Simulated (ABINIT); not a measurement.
**How far to go with the k-point mesh: Nb (Im-3m, 1 atom in the cell)**

```
Nb
1.0
   -1.65825     1.65825     1.65825
    1.65825    -1.65825     1.65825
    1.65825     1.65825    -1.65825
Nb
1
Direct
  0.00000   0.00000   0.00000
```

Computed with PBE, norm-conserving pseudopotentials (PseudoDojo nc-sr-05 PBE standard) (plane waves; ABINIT 10.0.3).

Base settings: pseudos = [Nb.upf]; ecut = 41 Ha; occopt = 3; tsmear = 0.00367493 Ha; ngkpt = 8 8 8; nshiftk = 1; shiftk = 0 0 0; potentials = PseudoDojo nc-sr-05 PBE standard; nband = 12; kptopt = 1.

Only quantities that move along the ladder and can be compared are tabulated.

The count of work is k-points × plane waves × bands × iterations; it is no time. 

The starting cell has typed, rounded lattice constants, without a prior relaxation at this level. Its lattice was rescaled by up to half a per cent. Spin polarisation is off.

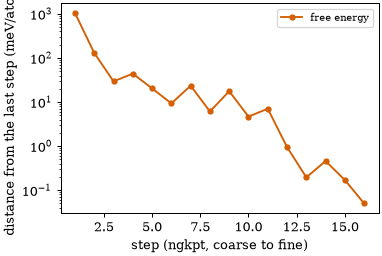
Figure: Distance from the last step along the ladder; very small values are drawn at a floor.

```csv
ngkpt,free energy less the last step's (meV/atom),pressure (GPa),count of work / last
2 2 2,-1052.82,-21.59,0.0015
3 3 3,-130.00,-1.62,0.0041
4 4 4,-29.52,2.58,0.0082
5 5 5,44.14,-1.35,0.010
6 6 6,20.39,-2.86,0.016
7 7 7,9.32,-0.23,0.020
8 8 8,-23.50,-0.47,0.030
9 9 9,-6.11,-1.01,0.036
10 10 10,17.62,-0.36,0.048
11 11 11,4.68,-0.24,0.057
12 12 12,-7.06,-0.96,0.074
15 15 15,0.95,-0.51,0.12
16 16 16,-0.20,-0.81,0.15
20 20 20,0.46,-0.71,0.26
24 24 24,0.17,-0.67,0.43
30 30 30,0.03,-0.68,0.77
33 33 33,0.00,-0.67,1.0
```

Coarsest ngkpt that holds the free energy within 0.5 meV/atom of the last step, with all finer ones: 16 16 16, at 0.15 of the last step's count of work; the step before is off by 0.95 meV/atom.

Coarsest ngkpt that holds the pressure within 0.1 GPa of the last step, with all finer ones: 20 20 20, at 0.26 of the last step's count of work; the step before is off by 0.13 GPa.
